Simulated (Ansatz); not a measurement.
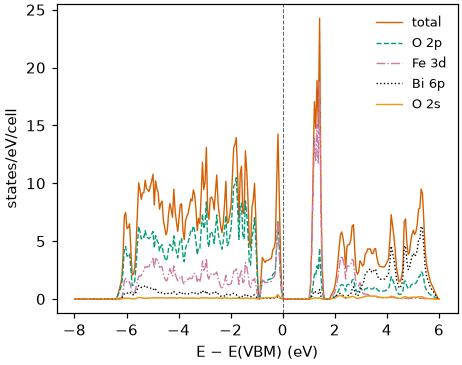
Figure: Total and projected density of states of FeBiO3 in space group Ima2 (No. 46; Bi on 4b, Fe on 4a, O on 8c, O on 4b), PBE in the plane-wave PAW code Ansatz

Problem. Which orbitals carry the states next to the gap?

Solution. Top 1 eV of the valence band: O 2p 49 %, Fe 3d 44 %. Bottom 1 eV of the conduction band: Fe 3d 79 %, O 2p 15 %. Projections are on Löwdin-orthogonalised atomic valence shells; empty p or d shells of many metals are not among them.

The start of the workflow was typed in or built on a structure type; neither database checked (COD, Materials Project) lists it. It is not the phase usual at ambient conditions (space group No. 161). The cell was relaxed with PBE under the symmetry of its start, as lowered by the spin order; its stability against distortions is not shown here. Magnetic state: antiferromagnetic, chosen from 3 collinear starts compared on coarse meshes (ties went to the first, and starts can fall back to one state), not a proven ground state. No Hubbard U is applied. Spin–orbit coupling is left out wherever it is not named.

Potentials: the later of the program's two PAW sets.
